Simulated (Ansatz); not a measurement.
H6N2Si2 (cyclo-(H2SiNH)2)

The calculation's input:

```
crystal:
  periodic: [false, false, false]
  atoms:
    - {symbol: Si, position_ang: [0.911059, 0.891651, -0.088031]}
    - {symbol: H, position_ang: [0.760421, 2.276362, -0.671049]}
    - {symbol: H, position_ang: [2.343665, 0.761806, 0.371111]}
    - {symbol: N, position_ang: [-0.287601, 0.403348, 1.109155]}
    - {symbol: Si, position_ang: [-0.910940, -0.891751, 0.088058]}
    - {symbol: H, position_ang: [-2.343553, -0.761853, -0.371042]}
    - {symbol: H, position_ang: [-0.760363, -2.276465, 0.671091]}
    - {symbol: N, position_ang: [0.287568, -0.403302, -1.109207]}
    - {symbol: H, position_ang: [-0.265199, 0.480738, 2.125000]}
    - {symbol: H, position_ang: [0.264952, -0.480534, -2.125085]}
basis:
  gaussian: {orbitals: def2-TZVP, initial_orbitals: start.molden}
hamiltonian: {xc: pbe0, dispersion: d4}
scf: {omitted_lower_state_checks: [starts]}
output: {forces: true, orbitals: {seedname: orbitals}}
```

Command:

```sh
ansatz run in.yaml --threads 2 --pin off --events-out ev --progress --plain --max-ram 4352MiB
```

Geometry: PBE-D4/def2-SVP; not at a stationary point (largest force 0.7 eV/Å).

The calculation used Ansatz 0.2.0, RKS PBE0-D4/def2-TZVP.

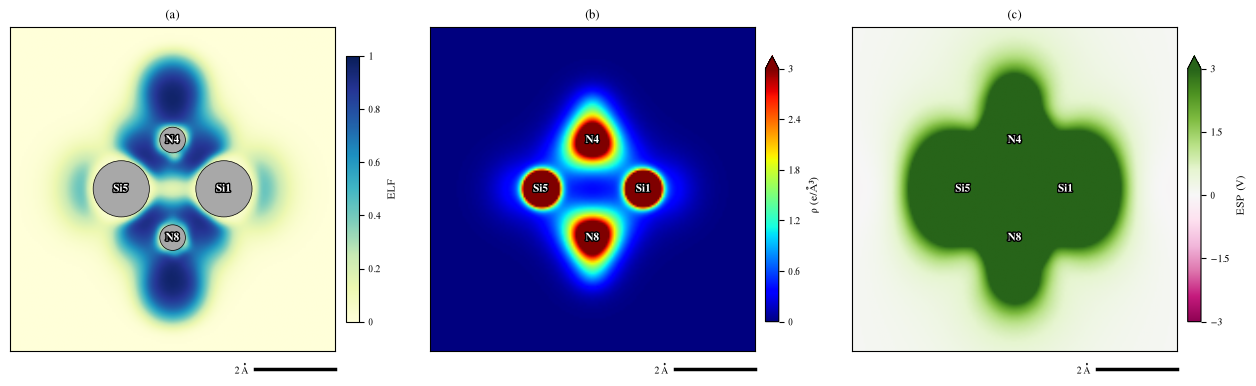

Figure 1. (a) electron localisation function; (b) electron density; (c) molecular electrostatic potential on the plane of atoms Si1, N8 and Si5. Grey discs cover the atomic cores in the ELF map.

Q: Describe what can be read from this map.

A:
- The section cuts through Si and N sites.
- Si–N (1.76 Å): the density is about 1 e/Å³ at the midpoint; the ELF peaks at about 0.90 between the atoms: a polar covalent bond.
- The potential has no marked negative region in this plane.

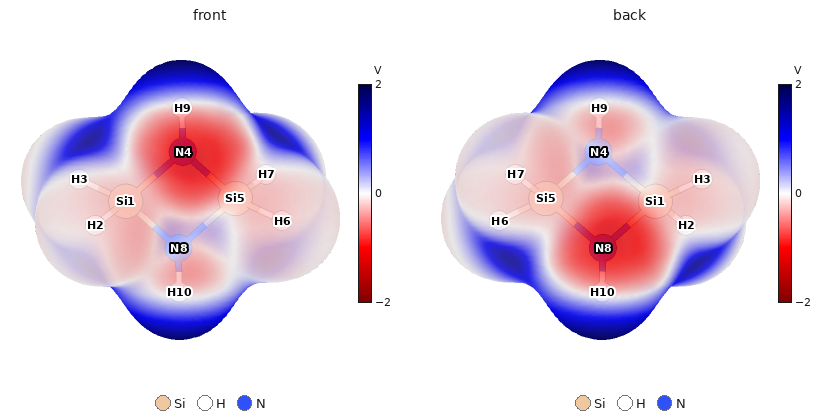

Figure 2. The electrostatic potential painted on the density surface at 0.002 e/bohr³, seen from the front and from behind; red is negative and blue positive.

Q: Describe the electrostatic potential map.

A: The most negative region (about −1.1 V, or −25 kcal/mol for a unit charge) lies over N4 and N8, the most positive (about +1.8 V, or +42 kcal/mol for a unit charge) over H9 and H10.

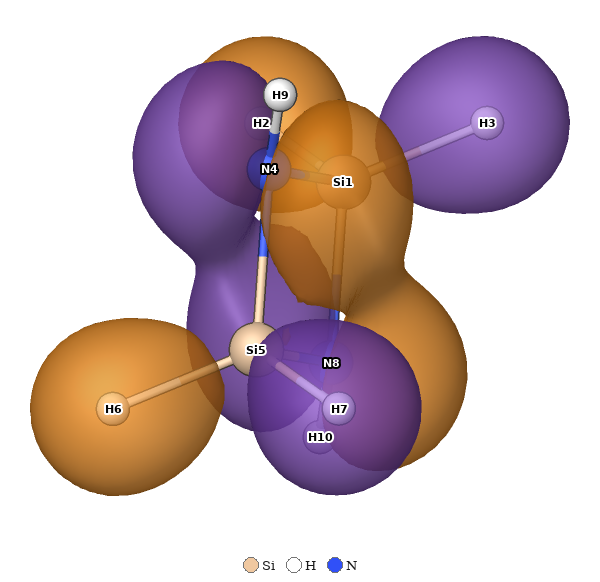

Figure 3. One frontier orbital at ±0.1 Å⁻³ᐟ² (orange and purple are the two phases), seen at an oblique angle.

Q: Which orbital is it: HOMO or LUMO?

A: The HOMO, at −7.30 eV. It lies mainly on N4 (about 20 %), N8 (about 20 %), Si5 (about 10 %), Si1 (about 10 %), H3 (about 10 %), H2 (about 10 %), H6 (about 10 %) and H7 (about 10 %); it is ungerade (odd under inversion).
